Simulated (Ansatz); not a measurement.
Abstraction of F: C2H3FSi + AlHF → C2H3Si + AlHF2

Gas-phase species: C2H3FSi `C#C[SiH2]F`, singlet; AlHF `[F][AlH]`, doublet; C2H3Si `C#C[SiH2]`, doublet; AlHF2 `[F][AlH][F]`, singlet. A radical takes F: the energy is the difference in strength between the Si–F bond broken and the Al–F bond made.

Shapes, held fixed at every level: PBE0-D4/def2-TZVP. Programs: Ansatz 0.2.0. The zero-point and thermal change to 298 K, harmonic and unscaled (PBE0-D4/def2-TZVP), is -2.0 kJ/mol.

```
                level                   kind  ΔH(298 K) (kJ/mol)  less CCSD(T)/CBS estimate
       MP2/def2-TZVPP    perturbation theory               -12.4                      +17.3
        HF/def2-TZVPP           Hartree–Fock               -20.9                       +8.8
 r2SCAN-D4/def2-TZVPP               meta-GGA               -35.5                       -5.8
  B3LYP-D4/def2-TZVPP          global hybrid               -31.1                       -1.4
r2SCAN0-D4/def2-TZVPP          global hybrid               -33.0                       -3.3
    B2PLYP/def2-TZVPP          double hybrid               -29.9                       -0.2
 CCSD(T)/CBS estimate  coupled cluster or CI               -29.7                        0.0
```

The highest level, CCSD(T)/CBS estimate, gives ΔH(298 K) = -29.7 kJ/mol; the levels span -35.5 to -12.4. The column of differences is taken from that level and isn't an error. No measured value is set beside it here. Spin contamination: C2H3Si (⟨S²⟩ up to 0.85). Open shells run unrestricted. The CBS estimate extrapolates MP2 from def2-TZVPP and def2-QZVPP and adds CCSD(T) − MP2 in the triple-zeta set, cores frozen.

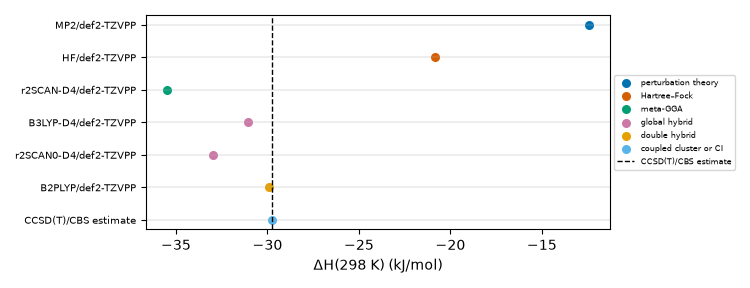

The values of the table, level by level.
